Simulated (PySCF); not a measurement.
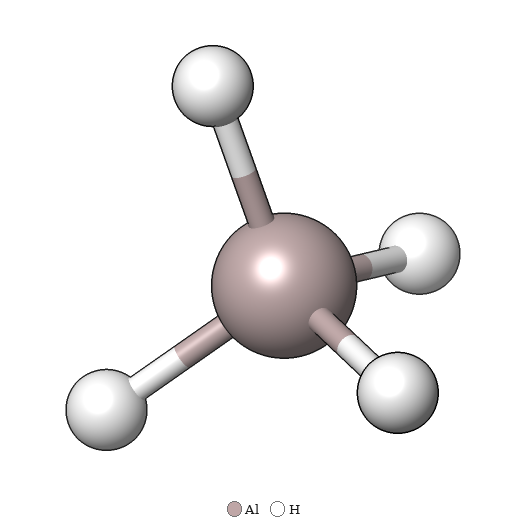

Charge −1, singlet. Computed geometry: PBE0-D3(BJ)/def2-TZVP optimisation. No frequency run is at hand to confirm it as a minimum.

Give the structural formula.

SMILES: [AlH4-]

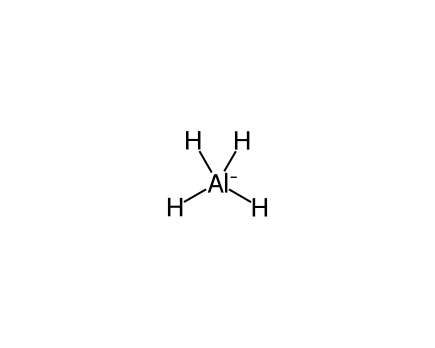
